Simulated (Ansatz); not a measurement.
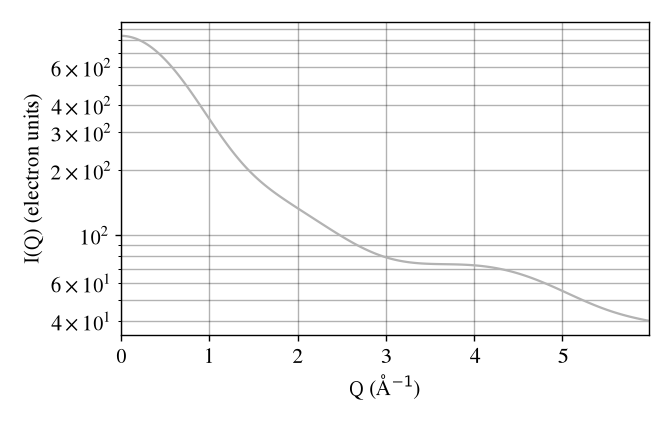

Elastic X-ray scattering of a randomly oriented, rigid molecule, calculated with the Debye equation from neutral-atom form factors (independent atoms, no Compton part, no vibration). The geometry is the end point of an optimisation (Ansatz, RKS r2SCAN-D4/def2-SVP); it may be a saddle point or a higher isomer. It contains C, Al, H.

### How many electrons does the independent-atom model of the molecule hold?

I(0) is the square of the electron number: I(0) = 841, so about 29 electrons, the count of C2H4Al counted as neutral atoms.

### What radius of gyration does the initial fall-off give?

From I(Q) ≈ I(0) exp(−Q²R²/3) at small Q, R ≈ 1.77 Å. It is larger than the electron-weighted radius of the nuclear positions alone (1.57 Å), because each atom's electron cloud adds to it.
